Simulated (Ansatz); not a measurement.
**Run report: C2H5AlO2S, molecular dynamics**

System: C2H5AlO2S, SMILES [OH][Al]1[CH2]SC[O]1.
Method: RKS revPBE/def2-SVP (Ansatz 0.2.0).

The geometry comes from this level: PBE0-D4/def2-TZVP. Figures and captions count atoms from 1; the log counts them from 0 in places.

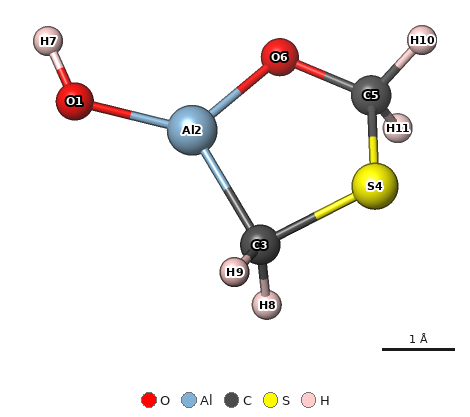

**Figure 1.** The input geometry (ball-and-stick view, seen at a tilt; atoms are numbered from 1 in the order of the input). Sticks mark near contacts. Bond lengths as drawn: Al–C 1.94 Å, Al–O 1.68 to 1.71 Å, C–H 1.09 to 1.10 Å, C–O 1.39 Å, C–S 1.82 to 1.85 Å and H–O 0.96 Å.

### Input
```yaml
crystal:
  periodic: [false, false, false]
  atoms:
    - {symbol: O, position_ang: [0.303763, -2.711676, -0.114581]}
    - {symbol: Al, position_ang: [0.079211, -1.044667, -0.060586]}
    - {symbol: C, position_ang: [0.365006, 0.321928, -1.408527]}
    - {symbol: S, position_ang: [0.703505, 1.681719, -0.251060]}
    - {symbol: C, position_ang: [-0.437296, 1.191076, 1.113870]}
    - {symbol: O, position_ang: [-0.478456, -0.184751, 1.313981]}
    - {symbol: H, position_ang: [0.190136, -3.306295, 0.624387]}
    - {symbol: H, position_ang: [-0.450198, 0.555154, -2.096483]}
    - {symbol: H, position_ang: [1.274431, 0.158081, -1.987973]}
    - {symbol: H, position_ang: [-0.046052, 1.707197, 1.995375]}
    - {symbol: H, position_ang: [-1.438652, 1.575435, 0.891996]}
basis:
  gaussian: {orbitals: def2-SVP}
hamiltonian: {xc: {name: revPBE}}
md: {timestep: 0.5 fs, n_steps: 30, ensemble: nvt_nose_hoover, temperature: 700, initial_velocities: maxwell_boltzmann, seed: 961}
```

Launched with:
```bash
ansatz run in.yaml --threads 4 --pin off --events-out ev --progress --plain --max-ram 10444MiB
```

### Output
```
Functional definition: revPBE
  name "revPBE"
  cite "Zhang & Yang, Phys. Rev. Lett. 80, 890 (1998) doi:10.1103/PhysRevLett.80.890"
  cite "Perdew, Burke & Ernzerhof, Phys. Rev. Lett. 77, 3865 (1996) doi:10.1103/PhysRevLett.77.3865"
  parameter kappa = 1.245
  parameter beta = 0.06672455060314922
  exchange = pbe_x(kappa = kappa, mu = beta*pi^2/3)
  correlation = pbe_c(beta = beta)
1290 factors; their error is unknown
mean field evaluation 1: about -23651.8139 eV, gradient 9.1e1 eV
mean field evaluation 2: about -23597.0564 eV, gradient 1.8e2 eV
mean field evaluation 4: about -23668.1558 eV, gradient 1.5e1 eV
mean field evaluation 8: about -23668.7027 eV, gradient 1.7e-1 eV
mean field evaluation 16: about -23668.6362 eV, gradient 9.0e-4 eV
mean field -23668.63616199 eV, -869.8063357752 hartree, gradient 3.0e-5 eV, S^2 0.000000; 0 other end points of the search recorded, 0 dependent functions left out
the calculation of the forces begins
reference -23668.63621083 eV, -869.8063375700 hartree; 31, 31 occupied and 86, 86 virtual orbitals, 1290 factors
md step     0: t =     0.00 fs  T =   700.0 K  F+E_penalty+E_count = -23668.63616199 eV  E_kin = 0.814338 eV  conserved = -23667.82182399 eV  (30 SCF iters)
these checks for a lower state are left out or cut short: starts, cluster_reference, orbital_swaps, neighbouring_geometries, increment
1290 factors; their error is unknown
mean field -23668.63430718 eV, -869.8062676123 hartree, gradient 2.1e-5 eV, S^2 0.000000; 0 other end points of the search recorded, 0 dependent functions left out
the calculation of the forces begins
reference -23668.63435604 eV, -869.8062694079 hartree; 31, 31 occupied and 86, 86 virtual orbitals, 1290 factors
md step     1: t =     0.50 fs  T =   698.3 K  F+E_penalty+E_count = -23668.63430718 eV  E_kin = 0.812414 eV  conserved = -23667.82189335 eV  (30 SCF iters)
[... from here on the SCF iterations and repeated set-up lines of each step are left out, up to the last step ...]
md step     2: t =     1.00 fs  T =   678.6 K  F+E_penalty+E_count = -23668.61109697 eV  E_kin = 0.789401 eV  conserved = -23667.82169667 eV  (30 SCF iters)
md step     3: t =     1.50 fs  T =   643.0 K  F+E_penalty+E_count = -23668.56938249 eV  E_kin = 0.748057 eV  conserved = -23667.82132763 eV  (30 SCF iters)
md step     4: t =     2.00 fs  T =   596.5 K  F+E_penalty+E_count = -23668.51484346 eV  E_kin = 0.693950 eV  conserved = -23667.82089971 eV  (30 SCF iters)
md step     5: t =     2.50 fs  T =   544.8 K  F+E_penalty+E_count = -23668.45423362 eV  E_kin = 0.633747 eV  conserved = -23667.82050133 eV  (31 SCF iters)
md step     6: t =     3.00 fs  T =   493.2 K  F+E_penalty+E_count = -23668.39394594 eV  E_kin = 0.573795 eV  conserved = -23667.82018052 eV  (31 SCF iters)
md step     7: t =     3.50 fs  T =   446.4 K  F+E_penalty+E_count = -23668.33916984 eV  E_kin = 0.519264 eV  conserved = -23667.81995708 eV  (31 SCF iters)
md step     8: t =     4.00 fs  T =   407.2 K  F+E_penalty+E_count = -23668.29349605 eV  E_kin = 0.473732 eV  conserved = -23667.81984383 eV  (31 SCF iters)
md step     9: t =     4.50 fs  T =   377.3 K  F+E_penalty+E_count = -23668.25867901 eV  E_kin = 0.438938 eV  conserved = -23667.81985634 eV  (31 SCF iters)
md step    10: t =     5.00 fs  T =   356.4 K  F+E_penalty+E_count = -23668.23442400 eV  E_kin = 0.414579 eV  conserved = -23667.82000341 eV  (31 SCF iters)
md step    11: t =     5.50 fs  T =   342.4 K  F+E_penalty+E_count = -23668.21832980 eV  E_kin = 0.398272 eV  conserved = -23667.82026706 eV  (31 SCF iters)
md step    12: t =     6.00 fs  T =   331.8 K  F+E_penalty+E_count = -23668.20627039 eV  E_kin = 0.385954 eV  conserved = -23667.82058484 eV  (31 SCF iters)
md step    13: t =     6.50 fs  T =   320.6 K  F+E_penalty+E_count = -23668.19345533 eV  E_kin = 0.372944 eV  conserved = -23667.82084720 eV  (31 SCF iters)
md step    14: t =     7.00 fs  T =   305.7 K  F+E_penalty+E_count = -23668.17616529 eV  E_kin = 0.355654 eV  conserved = -23667.82092249 eV  (31 SCF iters)
md step    15: t =     7.50 fs  T =   286.7 K  F+E_penalty+E_count = -23668.15373494 eV  E_kin = 0.333510 eV  conserved = -23667.82071653 eV  (31 SCF iters)
md step    16: t =     8.00 fs  T =   266.6 K  F+E_penalty+E_count = -23668.12985406 eV  E_kin = 0.310177 eV  conserved = -23667.82025317 eV  (31 SCF iters)
md step    17: t =     8.50 fs  T =   251.8 K  F+E_penalty+E_count = -23668.11202205 eV  E_kin = 0.292967 eV  conserved = -23667.81971911 eV  (31 SCF iters)
md step    18: t =     9.00 fs  T =   249.3 K  F+E_penalty+E_count = -23668.10860262 eV  E_kin = 0.289963 eV  conserved = -23667.81939831 eV  (31 SCF iters)
md step    19: t =     9.50 fs  T =   263.0 K  F+E_penalty+E_count = -23668.12455051 eV  E_kin = 0.305921 eV  conserved = -23667.81949527 eV  (30 SCF iters)
md step    20: t =    10.00 fs  T =   291.8 K  F+E_penalty+E_count = -23668.15839752 eV  E_kin = 0.339407 eV  conserved = -23667.81998255 eV  (31 SCF iters)
md step    21: t =    10.50 fs  T =   329.4 K  F+E_penalty+E_count = -23668.20266046 eV  E_kin = 0.383182 eV  conserved = -23667.82062179 eV  (31 SCF iters)
md step    22: t =    11.00 fs  T =   367.5 K  F+E_penalty+E_count = -23668.24737301 eV  E_kin = 0.427563 eV  conserved = -23667.82113376 eV  (31 SCF iters)
md step    23: t =    11.50 fs  T =   399.3 K  F+E_penalty+E_count = -23668.28430622 eV  E_kin = 0.464482 eV  conserved = -23667.82135709 eV  (31 SCF iters)
md step    24: t =    12.00 fs  T =   421.2 K  F+E_penalty+E_count = -23668.30951291 eV  E_kin = 0.489985 eV  conserved = -23667.82129582 eV  (31 SCF iters)
md step    25: t =    12.50 fs  T =   433.6 K  F+E_penalty+E_count = -23668.32341537 eV  E_kin = 0.504371 eV  conserved = -23667.82106586 eV  (31 SCF iters)
md step    26: t =    13.00 fs  T =   438.9 K  F+E_penalty+E_count = -23668.32914572 eV  E_kin = 0.510629 eV  conserved = -23667.82080840 eV  (31 SCF iters)
md step    27: t =    13.50 fs  T =   440.5 K  F+E_penalty+E_count = -23668.33044258 eV  E_kin = 0.512400 eV  conserved = -23667.82061497 eV  (31 SCF iters)
md step    28: t =    14.00 fs  T =   440.6 K  F+E_penalty+E_count = -23668.33022460 eV  E_kin = 0.512587 eV  conserved = -23667.82050223 eV  (31 SCF iters)
md step    29: t =    14.50 fs  T =   441.0 K  F+E_penalty+E_count = -23668.33026226 eV  E_kin = 0.512993 eV  conserved = -23667.82043468 eV  (31 SCF iters)
these checks for a lower state are left out or cut short: starts, cluster_reference, orbital_swaps, neighbouring_geometries, increment
1290 factors; their error is unknown
mean field -23668.33163758 eV, -869.7951447098 hartree, gradient 2.3e-5 eV, S^2 0.000000; 0 other end points of the search recorded, 0 dependent functions left out
the calculation of the forces begins
reference -23668.33168687 eV, -869.7951465209 hartree; 31, 31 occupied and 86, 86 virtual orbitals, 1290 factors
1290 factors; their error is unknown
mean field evaluation 256: about -23667.5853 eV, gradient 1.8e1 eV
mean field -23668.33163758 eV, -869.7951447098 hartree, gradient 2.3e-5 eV, S^2 0.000000; 1 other end points of the search recorded, 0 dependent functions left out
the calculation of the forces begins
reference -23668.33168687 eV, -869.7951465209 hartree; 31, 31 occupied and 86, 86 virtual orbitals, 1290 factors
md step    30: t =    15.00 fs  T =   442.5 K  F+E_penalty+E_count = -23668.33163758 eV  E_kin = 0.514743 eV  conserved = -23667.82037234 eV  (31 SCF iters)
```

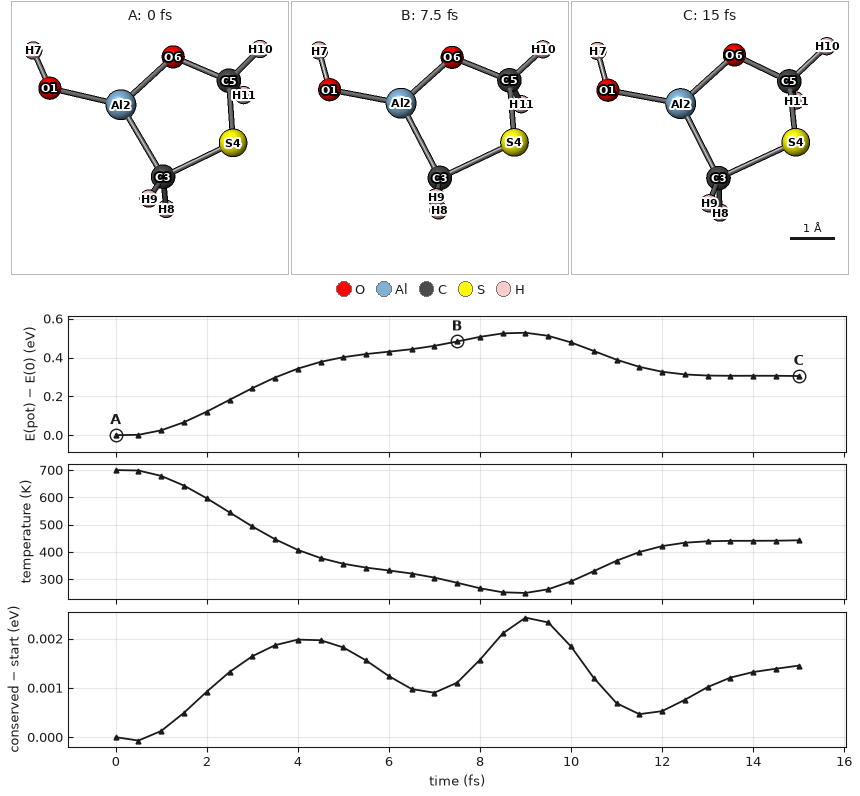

**Figure 2.** Frames of the molecular dynamics (ball-and-stick, seen at a tilt) above the curves, on which the letters mark them. The trajectory kept here has 31 frames over 15 fs. The temperature starts at 700 K, ranges from 249 to 700 K and averages 360 K over the second half. The potential energy ends 0.305 eV above its first value. The conserved quantity stays within 0.0025 eV. After an unweighted best fit of the last frame on the first, the root-mean-square displacement is 0.14 Å, and H10 has moved furthest (0.25 Å).

```
Total energy: -23668.33168687 eV, -869.7951465209 hartree
Atom 0 at     0.289801    -2.744548    -0.170376 Å, force    -0.185734    -0.457756     0.422978 eV/Å
Atom 1 at     0.066497    -1.061066    -0.038844 Å, force     0.512952     0.221879    -0.806608 eV/Å
Atom 2 at     0.348387     0.223091    -1.470771 Å, force     1.229022     1.158789     0.127261 eV/Å
Atom 3 at     0.727799     1.736075    -0.225004 Å, force    -0.553917    -0.691394    -0.708440 eV/Å
Atom 4 at    -0.503159     1.202405     1.095859 Å, force    -1.105638     0.873594     0.924915 eV/Å
Atom 5 at    -0.392915    -0.165865     1.359340 Å, force    -0.316536    -0.101423     0.692657 eV/Å
Atom 6 at     0.021784    -3.215236     0.639400 Å, force     0.114582    -0.330916    -0.082112 eV/Å
Atom 7 at    -0.436424     0.435152    -2.219000 Å, force    -0.414181     0.345653     0.159399 eV/Å
Atom 8 at     1.297117     0.188088    -2.093600 Å, force    -0.486801    -0.258490     0.657222 eV/Å
Atom 9 at    -0.361785     1.829604     2.094715 Å, force     0.108110    -0.792027    -1.742051 eV/Å
Atom 10 at    -1.576652     1.426772     0.717002 Å, force     1.098140     0.032091     0.354781 eV/Å
Dipole moment:    -0.266814    -0.230278     0.056533 e Å
```

### Trajectory as extended XYZ (Å, eV, eV/Å), 9 of the 31 frames kept, from step=0 to step=30
```
11
Properties=species:S:1:pos:R:3:forces:R:3 step=0 time_fs=0.0 energy=-23668.63616 temperature=700.0
O     0.3038   -2.7117   -0.1146    0.1914  -0.4137  -0.5567
Al    0.0792   -1.0447   -0.0606    0.1437   0.0414  -0.4834
C     0.3650    0.3219   -1.4085   -0.1117  -0.1929   0.1240
S     0.7035    1.6817   -0.2511    0.6184   0.7744  -0.1178
C    -0.4373    1.1911    1.1139   -0.0181  -0.2720   0.0677
O    -0.4785   -0.1848    1.3140   -0.3567  -0.1012   0.8151
H     0.1901   -3.3063    0.6244   -0.0699  -0.5097   0.5490
H    -0.4502    0.5552   -2.0965   -0.4777   0.1056  -0.4600
H     1.2744    0.1581   -1.9880    0.4893  -0.1018  -0.3402
H    -0.0461    1.7072    1.9954    0.2008   0.3760   0.4958
H    -1.4387    1.5754    0.8920   -0.6093   0.2939  -0.0935
11
Properties=species:S:1:pos:R:3:forces:R:3 step=4 time_fs=2.0 energy=-23668.51484 temperature=596.5
O     0.3021   -2.7057   -0.1253    0.0396  -1.3479   0.3617
Al    0.0733   -1.0467   -0.0479    0.5675   0.0344  -1.3735
C     0.3570    0.3034   -1.4237    1.0833  -0.0630   0.8773
S     0.7064    1.6887   -0.2460    0.3997   0.4423  -0.2620
C    -0.4464    1.1896    1.1138    0.0073   0.9169   0.9007
O    -0.4581   -0.1931    1.3024   -0.8292   0.7911   1.6248
H     0.1547   -3.2755    0.6541    0.0840   0.0615  -0.2915
H    -0.4641    0.4945   -2.0908   -0.7991   0.3839  -0.9166
H     1.3244    0.2178   -1.9536   -0.1697  -0.2591  -0.3187
H    -0.0630    1.7616    2.0542   -0.5660  -0.6738  -1.1006
H    -1.4492    1.5999    0.7971    0.1825  -0.2861   0.4985
11
Properties=species:S:1:pos:R:3:forces:R:3 step=8 time_fs=4.0 energy=-23668.29350 temperature=407.2
O     0.3006   -2.7030   -0.1352   -0.0973  -1.7974   0.8935
Al    0.0682   -1.0486   -0.0371    0.9166  -0.0641  -2.1477
C     0.3522    0.2847   -1.4364    1.0834   0.3819   0.4563
S     0.7097    1.6962   -0.2412    0.2110   0.1724  -0.3624
C    -0.4556    1.1909    1.1163   -0.2194   1.2756   0.6205
O    -0.4397   -0.1995    1.2948   -1.2131   1.5292   2.3372
H     0.1223   -3.2437    0.6741    0.2087   0.2658  -0.7512
H    -0.5043    0.4475   -2.1166    0.1140   0.3336  -0.3150
H     1.3676    0.2675   -1.9313   -0.9176  -0.4246  -0.2285
H    -0.0995    1.7924    2.0748   -0.6927  -1.0036  -1.4564
H    -1.4541    1.6141    0.7208    0.6065  -0.6689   0.9536
11
Properties=species:S:1:pos:R:3:forces:R:3 step=11 time_fs=5.5 energy=-23668.21833 temperature=342.4
O     0.2993   -2.7036   -0.1414   -0.0617  -1.5398   0.5903
Al    0.0652   -1.0502   -0.0310    1.0926  -0.1381  -2.5619
C     0.3508    0.2714   -1.4448    0.5368   0.7099   0.1373
S     0.7125    1.7020   -0.2379    0.0917   0.0191  -0.4292
C    -0.4629    1.1944    1.1195   -0.2453   0.8571  -0.1117
O    -0.4277   -0.2020    1.2926   -1.3930   1.8583   2.7004
H     0.1029   -3.2140    0.6718    0.1500  -0.0788  -0.3849
H    -0.5339    0.4208   -2.1454    0.8663   0.2745   0.2612
H     1.3791    0.2945   -1.9207   -1.0367  -0.5391  -0.2963
H    -0.1439    1.7914    2.0551   -0.4358  -0.7324  -0.9121
H    -1.4438    1.6089    0.6863    0.4350  -0.6909   1.0068
11
Properties=species:S:1:pos:R:3:forces:R:3 step=15 time_fs=7.5 energy=-23668.15373 temperature=286.7
O     0.2975   -2.7076   -0.1485    0.0989  -0.9222  -0.1866
Al    0.0625   -1.0524   -0.0261    1.1901  -0.1476  -2.7835
C     0.3503    0.2557   -1.4556   -0.2476   0.9405   0.3021
S     0.7161    1.7097   -0.2340   -0.0576  -0.1243  -0.4975
C    -0.4732    1.2010    1.1231   -0.0081  -0.6654  -1.7209
O    -0.4147   -0.2015    1.2954   -1.4546   1.9452   2.8532
H     0.0812   -3.1794    0.6592   -0.0509  -0.7084   0.4740
H    -0.5441    0.3945   -2.1744    1.1695   0.2881   0.5888
H     1.3618    0.3123   -1.9173   -0.4897  -0.6061  -0.5527
H    -0.2152    1.7695    2.0044    0.2652   0.3822   0.9092
H    -1.4185    1.5801    0.6726   -0.4150  -0.3820   0.6141
11
Properties=species:S:1:pos:R:3:forces:R:3 step=19 time_fs=9.5 energy=-23668.12455 temperature=263.0
O     0.2959   -2.7140   -0.1559    0.0102  -0.9237   0.0482
Al    0.0616   -1.0548   -0.0250    1.1361  -0.0382  -2.5878
C     0.3491    0.2429   -1.4653   -0.4926   0.9456   1.0515
S     0.7198    1.7173   -0.2306   -0.2211  -0.2456  -0.5420
C    -0.4835    1.2057    1.1213    0.6821  -1.7343  -2.2897
O    -0.4052   -0.1963    1.3051   -1.3153   1.6567   2.5991
H     0.0584   -3.1694    0.6611    0.0034  -0.6262   0.2835
H    -0.5123    0.3796   -2.1829    0.5444   0.4060   0.2873
H     1.3269    0.3073   -1.9351    0.3929  -0.5717  -0.7846
H    -0.2773    1.7612    1.9866    0.6432   1.0877   1.9370
H    -1.4096    1.5371    0.6815   -1.3833   0.0438  -0.0023
11
Properties=species:S:1:pos:R:3:forces:R:3 step=22 time_fs=11.0 energy=-23668.24737 temperature=367.5
O     0.2947   -2.7202   -0.1614   -0.2169  -1.2016   0.7446
Al    0.0619   -1.0566   -0.0267    1.0165   0.0757  -2.2196
C     0.3473    0.2354   -1.4705    0.1833   0.8877   1.6345
S     0.7223    1.7228   -0.2286   -0.3461  -0.3587  -0.5821
C    -0.4899    1.2058    1.1154    0.8665  -0.9921  -1.0295
O    -0.4002   -0.1898    1.3165   -1.0973   1.2514   2.1866
H     0.0413   -3.1777    0.6699    0.2102  -0.2219  -0.4051
H    -0.4737    0.3784   -2.1815   -0.3662   0.5458  -0.2699
H     1.3081    0.2890   -1.9673    0.6125  -0.5320  -0.6630
H    -0.3091    1.7796    2.0177    0.4156   0.4126   0.7056
H    -1.4346    1.5046    0.6900   -1.2780   0.1331  -0.1022
11
Properties=species:S:1:pos:R:3:forces:R:3 step=26 time_fs=13.0 energy=-23668.32915 temperature=438.9
O     0.2927   -2.7310   -0.1671   -0.3633  -1.1670   1.0926
Al    0.0637   -1.0590   -0.0317    0.7875   0.1921  -1.5560
C     0.3458    0.2278   -1.4729    1.3874   0.8965   1.5123
S     0.7253    1.7298   -0.2264   -0.4804  -0.5318  -0.6451
C    -0.4964    1.2036    1.1050   -0.0962   0.3965   0.4797
O    -0.3957   -0.1785    1.3361   -0.7144   0.5939   1.4669
H     0.0258   -3.1958    0.6674    0.3266   0.0122  -0.7505
H    -0.4366    0.3953   -2.1901   -1.0850   0.6299  -0.6367
H     1.3010    0.2470   -2.0301    0.0851  -0.4511  -0.0161
H    -0.3383    1.8146    2.0766    0.1319  -0.5899  -1.1743
H    -1.5055    1.4651    0.6995    0.0209   0.0185   0.2272
11
Properties=species:S:1:pos:R:3:forces:R:3 step=30 time_fs=15.0 energy=-23668.33164 temperature=442.5
O     0.2898   -2.7445   -0.1704   -0.1857  -0.4578   0.4230
Al    0.0665   -1.0611   -0.0388    0.5130   0.2219  -0.8066
C     0.3484    0.2231   -1.4708    1.2290   1.1588   0.1273
S     0.7278    1.7361   -0.2250   -0.5539  -0.6914  -0.7084
C    -0.5032    1.2024    1.0959   -1.1056   0.8736   0.9249
O    -0.3929   -0.1659    1.3593   -0.3165  -0.1014   0.6927
H     0.0218   -3.2152    0.6394    0.1146  -0.3309  -0.0821
H    -0.4364    0.4352   -2.2190   -0.4142   0.3457   0.1594
H     1.2971    0.1881   -2.0936   -0.4868  -0.2585   0.6572
H    -0.3618    1.8296    2.0947    0.1081  -0.7920  -1.7421
H    -1.5767    1.4268    0.7170    1.0981   0.0321   0.3548
```

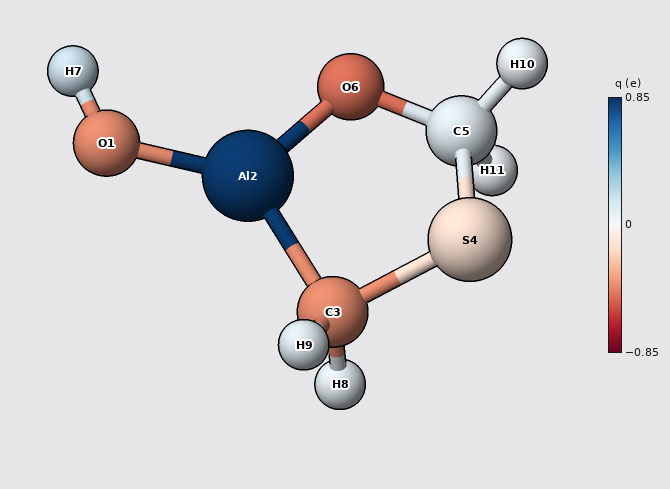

**Figure 3.** Mulliken charges, as the colour of each atom (ball-and-stick view, seen at a tilt; atoms are numbered from 1 in the order of the input). By element: O −0.46 to −0.40, Al +0.81, C −0.39 to +0.09, S −0.13 and H +0.06 to +0.18 e.

### Summary

```csv
quantity,value
outcome,finished
mean temperature over the second half,360 K
trajectory,"30 steps, 15 fs"
ensemble,nvt_nose_hoover
temperature in the input,700 K
time step,0.5 fs
potential energy (last step),−23668.3317 eV
SCF solution under orbital rotations (last step),stable
largest force (length of the vector) (last step),1.917 eV/Å
dipole moment (last step),1.71 D
hardware,"4 threads of Arm Neoverse V1, 23 GiB of memory available, shared host"
wall time,42 s (CPU time 2.6 min)
peak memory,0.55 GiB
```

### Remarks

So short a trajectory is not equilibrated. The temperature stays far from the 700 K of the thermostat over the second half: the run isn't equilibrated.
